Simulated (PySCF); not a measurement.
# C2H10BNSi (SMILES BN([SiH3])CC) at 3 levels

Aim: a comparison of 3 runs (HF/3-21G, HF/6-31G*, B3LYP/6-31G*) of C2H10BNSi. Input form: a Python script.

The results are computed with PySCF 2.14.0.

## Step 1: The molecule

The species is C2H10BNSi (15 atoms), meant as a singlet with charge 0. As SMILES, `BN([SiH3])CC`. The coordinates come from a PBE0-D4/def2-TZVP relaxation. This is one conformer, not always the lowest.

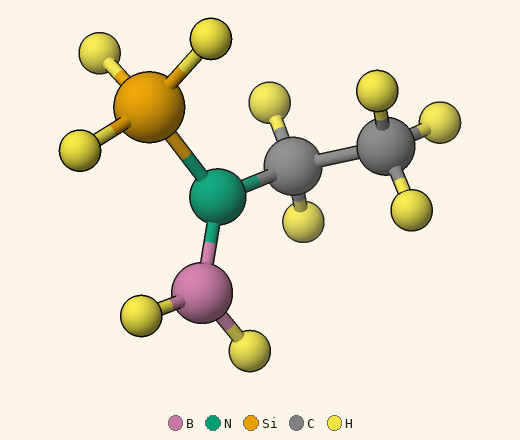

The structure, seen from a chosen angle (boron pink, nitrogen teal, silicon amber, carbon grey, hydrogen yellow).

## Step 2: Energy and gradient at HF/3-21G (run 1)

Input file geometry.xyz:

```xyz
15

B      0.978500     1.611700    -0.041400
N      0.565400     0.284700     0.089100
Si     0.914500    -0.671600     1.511900
C     -0.178200    -0.383100    -0.984300
C     -1.680400    -0.268400    -0.809100
H      0.741800     2.198900    -1.061200
H      1.563300     2.140100     0.859800
H      1.755900    -1.836800     1.124800
H      1.616000     0.173000     2.503200
H     -0.343300    -1.210700     2.096900
H      0.121900     0.061800    -1.935800
H      0.113800    -1.439400    -1.024300
H     -2.201800    -0.788700    -1.616100
H     -2.004600    -0.702800     0.139200
H     -1.984800     0.780400    -0.823200
```

Input file run.py:

```python
# BN([SiH3])CC
from pyscf import gto, scf

system = gto.M(
    atom='geometry.xyz',
    max_memory=1860,
    verbose=3,
    basis='3-21g',
    charge=0,
    spin=0,
)

myscf = scf.RHF(system)
myscf.conv_tol = 1e-10
myscf.kernel()
if not myscf.converged:
    myscf = myscf.newton().run(myscf.mo_coeff, myscf.mo_occ)

e_tot = myscf.e_tot
print(f'total energy: {e_tot:.8f} hartree')
grad = myscf.nuc_grad_method().kernel()
myscf.analyze()
```

Launch:

```
OMP_NUM_THREADS=1 python run.py
```

Output:

```text
converged SCF energy = -447.23962730545
[... 18 lines left out ...]
MO #9   energy= -4.22118327010133  occ= 2
[... 11 lines left out ...]
MO #21  energy= -0.484896085813215 occ= 2
[... 11 lines left out ...]
MO #33  energy= 0.345957371573969  occ= 0
[... 11 lines left out ...]
MO #45  energy= 0.720671559139496  occ= 0
[... 11 lines left out ...]
MO #57  energy= 1.35538741279553   occ= 0
[... 11 lines left out ...]
MO #69  energy= 2.86385573698476   occ= 0
[... 16 lines left out ...]
Dipole moment(X, Y, Z, Debye): -0.72468, -1.32208, -0.33982
```

Wall time 11 s (1 thread of Intel Xeon at 2.50GHz (Skylake/Cascade Lake), shared host); peak memory 0.14 GiB.

## Step 3: Energy and forces at HF/6-31G(d) (spherical functions) (run 2)

Input file job.py:

```python
from pyscf import gto, scf

mol = gto.M(
    atom='''
B      0.978500     1.611700    -0.041400
N      0.565400     0.284700     0.089100
Si     0.914500    -0.671600     1.511900
C     -0.178200    -0.383100    -0.984300
C     -1.680400    -0.268400    -0.809100
H      0.741800     2.198900    -1.061200
H      1.563300     2.140100     0.859800
H      1.755900    -1.836800     1.124800
H      1.616000     0.173000     2.503200
H     -0.343300    -1.210700     2.096900
H      0.121900     0.061800    -1.935800
H      0.113800    -1.439400    -1.024300
H     -2.201800    -0.788700    -1.616100
H     -2.004600    -0.702800     0.139200
H     -1.984800     0.780400    -0.823200
''',
    basis='6-31g*',
    verbose=4,
    max_memory=1860,
)

myscf = scf.RHF(mol)
myscf.conv_tol = 1e-10
myscf.kernel()
if not myscf.converged:
    myscf = myscf.newton().run(myscf.mo_coeff, myscf.mo_occ)

etot = myscf.e_tot
print('E(%s) = %.9f' % ('HF', etot))
grad = myscf.nuc_grad_method().kernel()
myscf.analyze()
```

Launch:

```
OMP_NUM_THREADS=1 python job.py
```

Output:

```text
PySCF version 2.14.0

[... 96 lines left out ...]
MO #4   energy= -11.2168363600263  occ= 2
[... 17 lines left out ...]
MO #22  energy= -0.475809064902569 occ= 2
[... 17 lines left out ...]
MO #40  energy= 0.423284312891223  occ= 0
[... 17 lines left out ...]
MO #58  energy= 1.07875118443764   occ= 0
[... 17 lines left out ...]
MO #76  energy= 1.74013865534988   occ= 0
[... 17 lines left out ...]
MO #94  energy= 3.10345254753037   occ= 0
[... 112 lines left out ...]
Dipole moment(X, Y, Z, Debye): -0.65213, -1.05722, -0.40447
```

Run time: 44 s. Hardware: 1 thread of Intel Xeon at 2.50GHz (Skylake/Cascade Lake), shared host; peak memory 0.19 GiB.

## Step 4: Energy and gradient at B3LYP/6-31G(d) (spherical functions) (run 3)

Input file run.py:

```python
# BN([SiH3])CC
from pyscf import gto, dft

mol = gto.M(
    atom='''
B    0.978500   1.611700  -0.041400
N    0.565400   0.284700   0.089100
Si   0.914500  -0.671600   1.511900
C   -0.178200  -0.383100  -0.984300
C   -1.680400  -0.268400  -0.809100
H    0.741800   2.198900  -1.061200
H    1.563300   2.140100   0.859800
H    1.755900  -1.836800   1.124800
H    1.616000   0.173000   2.503200
H   -0.343300  -1.210700   2.096900
H    0.121900   0.061800  -1.935800
H    0.113800  -1.439400  -1.024300
H   -2.201800  -0.788700  -1.616100
H   -2.004600  -0.702800   0.139200
H   -1.984800   0.780400  -0.823200
''',
    verbose=4,
    max_memory=1860,
    basis='6-31g*',
)

mf = dft.RKS(mol)
mf.xc = 'b3lyp'
mf.grids.level = 5
mf.conv_tol = 1e-10
mf.kernel()
if not mf.converged:
    mf = mf.newton().run(mf.mo_coeff, mf.mo_occ)

etot = mf.e_tot
print('E(%s) = %.9f' % ('B3LYP', etot))
grad = mf.nuc_grad_method().kernel()
mf.analyze()
```

Launch:

```
OMP_NUM_THREADS=1 python run.py
```

Output:

```text
PySCF version 2.14.0

[... 109 lines left out ...]
MO #4   energy= -10.1736313559999  occ= 2
[... 17 lines left out ...]
MO #22  energy= -0.338321583101262 occ= 2
[... 17 lines left out ...]
MO #40  energy= 0.27231216416189   occ= 0
[... 17 lines left out ...]
MO #58  energy= 0.822948688523937  occ= 0
[... 17 lines left out ...]
MO #76  energy= 1.4809828756014    occ= 0
[... 17 lines left out ...]
MO #94  energy= 2.74125989289705   occ= 0
[... 112 lines left out ...]
Dipole moment(X, Y, Z, Debye): -0.77489, -1.34236, -0.36250
```

Wall time 1.8 min (1 thread of Intel Xeon at 2.50GHz (Skylake/Cascade Lake), shared host); peak memory 0.97 GiB.

## Step 5: The series

```csv
run,level,integration grid,energy (Eh),dipole moment (D),HOMO energy (eV),LUMO energy (eV),wall time
1,HF/3-21G,–,-447.239627,1.55,-10.71,4.27,11 s
2,HF/6-31G* (spherical functions),–,-449.644084,1.31,-10.80,4.14,44 s
3,B3LYP/6-31G* (spherical functions),5,-451.366518,1.59,-7.48,0.25,1.8 min
```

## Step 6: Results

```
                       quantity          value
            run 3: total energy  -451.36652 Eh
           run 3: dipole moment         1.59 D
             run 3: HOMO energy       -7.48 eV
             run 3: LUMO energy        0.25 eV
           run 3: HOMO–LUMO gap        7.73 eV
run 3: largest force on an atom     0.382 eV/Å
```

**Reading.** The dipole moment (its size) runs from 1.31 D (HF/6-31G*) to 1.59 D (B3LYP/6-31G*). The HOMO–LUMO gap runs from 7.73 eV (B3LYP/6-31G*) to 14.98 eV (HF/3-21G). The two ends differ in method and basis. All runs together took 2.7 min, the longest 1.8 min.
